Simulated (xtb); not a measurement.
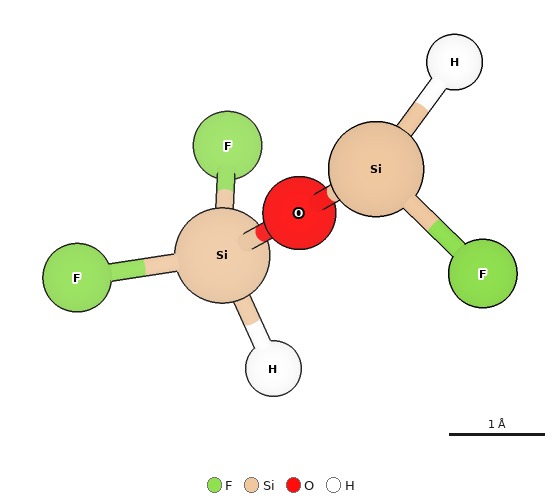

*The structure as given in the input (ball-and-stick view, seen at a tilt).*

Calculation of the molecule and its ions, with input and output: Si2H2OF3

Si2H2OF3, multiplicity 2, SMILES F[SiH]O[SiH](F)F, computed with GFN1-xTB (xtb 6.7.1).

The geometry was optimised with GFN1-xTB.

**Input file (coord)**
```
$coord
      2.371946437108     -4.299429289704      2.193046064889  f
      2.906342087891     -1.331595513718      1.886740357349  si
      0.397088150568     -0.008258103165      0.516405458076  o
     -2.063732106181      1.324055506480     -0.805987089414  si
     -1.236939132135      2.789575910650     -3.276048106912  f
     -3.246681762936      3.354131590382      1.041163505624  f
      4.817270939635     -1.339740233315     -0.114290636017  h
     -3.945294613949     -0.488720970351     -1.441067348117  h
$end
```

**File .CHRG**
```
0
```

**File .UHF**
```
1
```

Machine: 1 thread of Intel Xeon @ 2.70GHz, 189 GiB of memory available, shared host.

Launch command:
```bash
xtb --acc 10 --gfn 1 --vipea --parallel 1 -- coord > coord.out 2> xtb.err
```

**The program's output**
```
* xtb version 6.7.1
   ID    Z sym.   atoms
    1    9 f      1, 5, 6
    2   14 si     2, 4
    3    8 o      3
    4    1 h      7, 8

           -------------------------------------------------
          |                Calculation Setup                |
           -------------------------------------------------

          program call               : xtb --acc 10 --gfn 1 --vipea --parallel 1 -- coord
          coordinate file            : coord
          omp threads                :                     1

           -------------------------------------------------
          |                 G F N 1 - x T B                 |
           -------------------------------------------------

      * Hamiltonian:
        H0-scaling (s, p, d)           1.850000    2.250000    2.000000
        zeta-weighting                 0.000000
      * Dispersion:
        s8                             2.400000
        a1                             0.630000
        a2                             5.000000
        s9                             0.000000
      * Repulsion:
        kExp                           1.500000
        rExp                           1.000000
      * Coulomb:
        alpha                          2.000000
        third order                    atomic
        anisotropic                    false
      * Halogen bond correction:
        rad-scale                      1.300000
        damping                        0.440000

          ...................................................
          :                      SETUP                      :
          :.................................................:
          :  # basis functions                  40          :
          :  # atomic orbitals                  38          :
          :  # shells                           18          :
          :  # electrons                        37          :
          :  # halogen bonds                     0          :
          :  max. iterations                   250          :
          :  Hamiltonian                  GFN1-xTB          :
          :  restarted?                      false          :
          :  GBSA solvation                  false          :
          :  PC potential                    false          :
          :  electronic temp.          300.0000000     K    :
          :  accuracy                   10.0000000          :
          :  -> integral cutoff          0.2000000E+02      :
          :  -> integral neglect         0.1000000E-06      :
          :  -> SCF convergence          0.1000000E-04 Eh   :
          :  -> wf. convergence          0.2000000E-03 e    :
          :  Broyden damping             0.4000000          :
          :  net charge                          0          :
          :  unpaired electrons                  1          :
          ...................................................

 iter      E             dE          RMSdq      gap      omega  full diag
   1    -25.3071809 -0.253072E+02  0.785E+00    4.66       0.0  T
   2    -25.3184320 -0.112511E-01  0.448E+00    4.66       1.0  T
   3    -25.3166902  0.174181E-02  0.597E-01    4.63       1.0  T
   4    -25.3198032 -0.311300E-02  0.267E-01    4.65       1.0  T
   5    -25.3201478 -0.344616E-03  0.883E-02    4.66       1.0  T
   6    -25.3202134 -0.656469E-04  0.166E-02    4.65       2.1  T
   7    -25.3202143 -0.898084E-06  0.457E-03    4.65       7.7  T
   8    -25.3202146 -0.232240E-06  0.925E-04    4.65      38.2  T
   9    -25.3202146 -0.117051E-07  0.201E-04    4.65     175.5  T

   *** convergence criteria satisfied after 9 iterations ***

         #    Occupation            Energy/Eh            Energy/eV
      -------------------------------------------------------------
         1        2.0000           -0.8302067             -22.5911
       ...           ...                  ...                  ...
        13        2.0000           -0.5361559             -14.5895
        14        2.0000           -0.5237227             -14.2512
        15        2.0000           -0.5193531             -14.1323
        16        2.0000           -0.5185683             -14.1110
        17        2.0000           -0.4930970             -13.4179
        18        2.0000           -0.4786239             -13.0240
        19        1.0000           -0.3323442              -9.0435 (HOMO)
        20                         -0.1613075              -4.3894 (LUMO)
        21                         -0.1463725              -3.9830
        22                         -0.1074091              -2.9228
        23                         -0.0922704              -2.5108
        24                         -0.0681944              -1.8557
       ...                                ...                  ...
        38                          1.5184392              41.3188
      -------------------------------------------------------------
                  HL-Gap            0.1710366 Eh            4.6541 eV
             Fermi-level           -0.3261549 Eh           -8.8751 eV

 SCC (total)                   0 d,  0 h,  0 min,  0.018 sec
 SCC setup                      ...        0 min,  0.000 sec (  1.000%)
 Dispersion                     ...        0 min,  0.000 sec (  0.285%)
 classical contributions        ...        0 min,  0.000 sec (  0.124%)
 integral evaluation            ...        0 min,  0.005 sec ( 26.137%)
 iterations                     ...        0 min,  0.005 sec ( 27.096%)
 molecular gradient             ...        0 min,  0.008 sec ( 43.239%)
 printout                       ...        0 min,  0.000 sec (  1.986%)

         :::::::::::::::::::::::::::::::::::::::::::::::::::::
         ::                     SUMMARY                     ::
         :::::::::::::::::::::::::::::::::::::::::::::::::::::
         :: total energy             -25.235555227331 Eh    ::
         :: gradient norm              0.000170087410 Eh/a0 ::
         :: HOMO-LUMO gap              4.654143676736 eV    ::
         ::.................................................::
         :: SCC energy               -25.320214586011 Eh    ::
         :: -> electrostatic           0.058374877770 Eh    ::
         :: repulsion energy           0.087084980172 Eh    ::
         :: dispersion energy         -0.002425621492 Eh    ::
         :: halogen bond corr.         0.000000000000 Eh    ::
         :: add. restraining           0.000000000000 Eh    ::
         :: total charge              -0.000000000000 e     ::
         :::::::::::::::::::::::::::::::::::::::::::::::::::::

           -------------------------------------------------
          |        vertical delta SCC IP calculation        |
           -------------------------------------------------

 iter      E             dE          RMSdq      gap      omega  full diag
   1    -24.7981969 -0.247982E+02  0.202E+00    3.98       0.0  T
   2    -24.8397584 -0.415616E-01  0.171E+00    1.69       1.0  T
   3    -24.8608724 -0.211140E-01  0.103E+00    2.03       1.0  T
   4    -24.8609340 -0.616000E-04  0.380E-01    1.32       1.0  T
   5    -24.8623174 -0.138337E-02  0.169E-01    1.64       1.0  T
   6    -24.8625579 -0.240456E-03  0.541E-02    1.61       1.0  T
   7    -24.8625810 -0.230921E-04  0.214E-02    1.61       1.7  T
   8    -24.8625868 -0.586955E-05  0.676E-03    1.61       5.2  T
   9    -24.8625872 -0.328055E-06  0.138E-03    1.61      25.6  T
  10    -24.8625872 -0.408908E-07  0.589E-04    1.61      60.1  T
     SCC iter.                  ...        0 min,  0.005 sec
     gradient                   ...        0 min,  0.008 sec
------------------------------------------------------------------------
empirical IP shift (eV):    4.8455
delta SCC IP (eV):    7.6072
------------------------------------------------------------------------
           -------------------------------------------------
          |        vertical delta SCC EA calculation        |
           -------------------------------------------------

 iter      E             dE          RMSdq      gap      omega  full diag
   1    -25.4311026 -0.254311E+02  0.386E+00    4.38       0.0  T
   2    -25.5133632 -0.822606E-01  0.279E+00    4.14       1.0  T
   3    -25.5325418 -0.191786E-01  0.194E+00    4.39       1.0  T
   4    -25.5335762 -0.103441E-02  0.100E+00    4.02       1.0  T
   5    -25.5347944 -0.121819E-02  0.558E-01    4.35       1.0  T
   6    -25.5364624 -0.166803E-02  0.842E-02    4.33       1.0  T
   7    -25.5364881 -0.256165E-04  0.235E-02    4.32       1.5  T
   8    -25.5364902 -0.212424E-05  0.850E-03    4.32       4.2  T
   9    -25.5364904 -0.176311E-06  0.256E-03    4.32      13.8  T
  10    -25.5364904 -0.524766E-07  0.112E-03    4.32      31.5  T
  11    -25.5364904 -0.180482E-07  0.125E-04    4.32     282.5  T
     SCC iter.                  ...        0 min,  0.005 sec
     gradient                   ...        0 min,  0.008 sec
------------------------------------------------------------------------
empirical EA shift (eV):    4.8455
delta SCC EA (eV):    1.0397
------------------------------------------------------------------------
           -------------------------------------------------
          |                Property Printout                |
           -------------------------------------------------

    * Orbital Energies and Occupations

         #    Occupation            Energy/Eh            Energy/eV
      -------------------------------------------------------------
         1        2.0000           -0.6815611             -18.5462
       ...           ...                  ...                  ...
         7        2.0000           -0.4029604             -10.9651
         8        2.0000           -0.3996991             -10.8764
         9        2.0000           -0.3899274             -10.6105
        10        2.0000           -0.3863476             -10.5131
        11        2.0000           -0.3728510             -10.1458
        12        2.0000           -0.3598793              -9.7928
        13        2.0000           -0.3474097              -9.4535
        14        2.0000           -0.3331407              -9.0652
        15        2.0000           -0.3263994              -8.8818
        16        2.0000           -0.3144025              -8.5553
        17        2.0000           -0.3075694              -8.3694
        18        2.0000           -0.2636319              -7.1738
        19        2.0000           -0.1130003              -3.0749 (HOMO)
        20                          0.0456544               1.2423 (LUMO)
        21                          0.0465568               1.2669
        22                          0.0609957               1.6598
        23                          0.0822651               2.2385
        24                          0.0977121               2.6589
        25                          0.1423973               3.8748
        26                          0.1878424               5.1115
        27                          0.2188368               5.9549
        28                          0.2340924               6.3700
        29                          0.3058486               8.3226
        30                          0.3308527               9.0030
       ...                                ...                  ...
        38                          1.6887675              45.9537
      -------------------------------------------------------------
                  HL-Gap            0.1586547 Eh            4.3172 eV
             Fermi-level           -0.0336729 Eh           -0.9163 eV

  Mulliken/CM5 charges         n(s)   n(p)   n(d)
     1f    -0.30570 -0.28450   1.779  5.527  0.000
     2si   -0.15910 -0.26401   1.388  2.092  0.679
     3o    -0.34554 -0.35788   1.628  4.718  0.000
     4si    0.53412  0.39520   0.929  1.404  1.133
     5f    -0.26151 -0.23867   1.765  5.497  0.000
     6f    -0.26419 -0.24134   1.766  5.499  0.000
     7h    -0.14818 -0.05832   1.148  0.000  0.000
     8h    -0.04989  0.04952   1.050  0.000  0.000

Wiberg/Mayer (AO) data.
largest (>0.10) Wiberg bond orders for each atom

 ---------------------------------------------------------------------------
     #   Z sym  total        # sym  WBO       # sym  WBO       # sym  WBO
 ---------------------------------------------------------------------------
     1   9 f    1.205 --     2 si   1.177
     2  14 si   3.290 --     1 f    1.177     7 h    1.016     3 o    0.998
     3   8 o    2.572 --     4 si   1.504     2 si   0.998
     4  14 si   4.960 --     3 o    1.504     5 f    1.208     6 f    1.205
                             8 h    0.952
     5   9 f    1.271 --     4 si   1.208
     6   9 f    1.266 --     4 si   1.205
     7   1 h    1.036 --     2 si   1.016
     8   1 h    0.998 --     4 si   0.952
 ---------------------------------------------------------------------------

Topologies differ in total number of bonds
Writing topology from bond orders to xtbtopo.mol

 dipole moment from electron density (au)
     X       Y       Z
  -2.4539   0.6204  -2.1531  total (Debye):    8.446

           -------------------------------------------------
          | TOTAL ENERGY              -25.451831075760 Eh   |
          | GRADIENT NORM               0.111914929735 Eh/α |
          | HOMO-LUMO GAP               4.317212808444 eV   |
           -------------------------------------------------

------------------------------------------------------------------------
------------------------------------------------------------------------
 total:
 *  cpu-time:     0 d,  0 h,  0 min,  0.067 sec
 * ratio c/w:     0.990 speedup
 SCF:
 *  cpu-time:     0 d,  0 h,  0 min,  0.053 sec
 * ratio c/w:     0.987 speedup
```

**Standard error**
```
normal termination of xtb
```

**Key numbers**

```json
{"quantity": "outcome", "value": "converged"}
{"quantity": "electrons treated", "value": "37"}
{"quantity": "total energy", "value": "−25.235555 hartree"}
{"quantity": "dispersion energy", "value": "−0.002426 hartree"}
{"quantity": "basis functions", "value": "40"}
{"quantity": "peak memory", "value": "0.071 GiB"}
```

Settings chosen away from the usual ones: method = gfn1-xtb; task = vipea; x = {"accuracy": 10}; geo = {"prev": "A"}. These settings are looser than, or depart from, a standard set-up, so the numbers are not reference values for this system. The record of the run, not the program, notes: no spin polarisation: high-spin states lie too high.
